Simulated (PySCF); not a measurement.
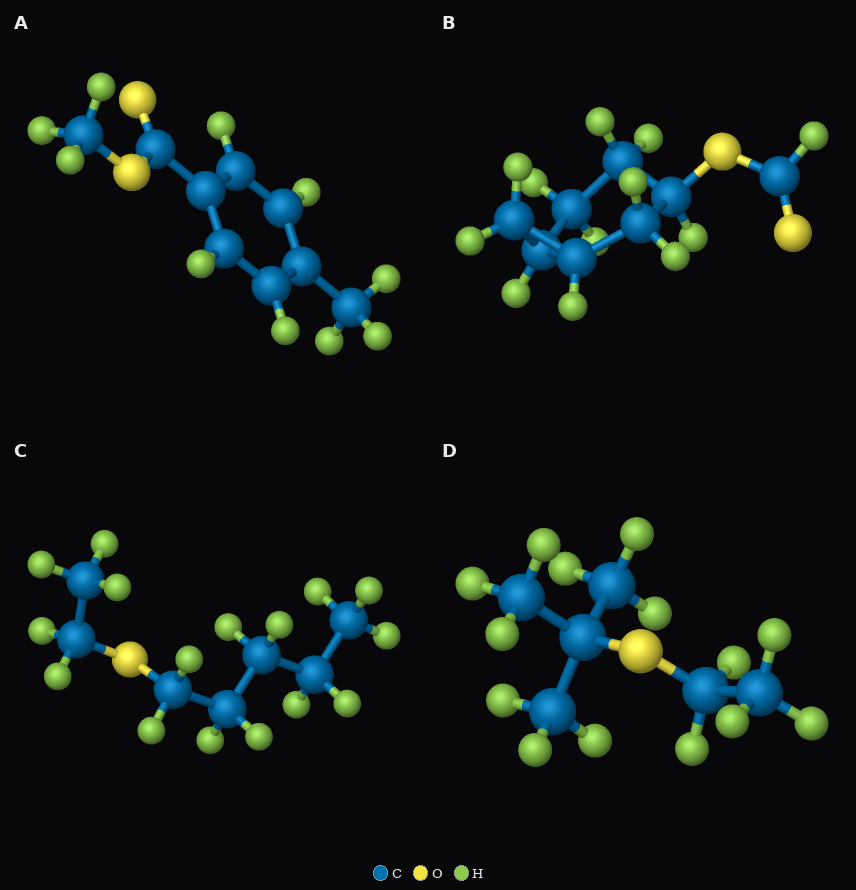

Simulated data, not a measurement (program: PySCF).

Question: Which panel belongs to which SMILES?
(1) CCOC(C)(C)C
(2) COC(=O)c1ccc(C)cc1
(3) O=CO[C@@H]1CC[C@@H]2C[C@@H]2C1
(4) CCCCCOCC

Answer: A is (2), B is (3), C is (4), D is (1).
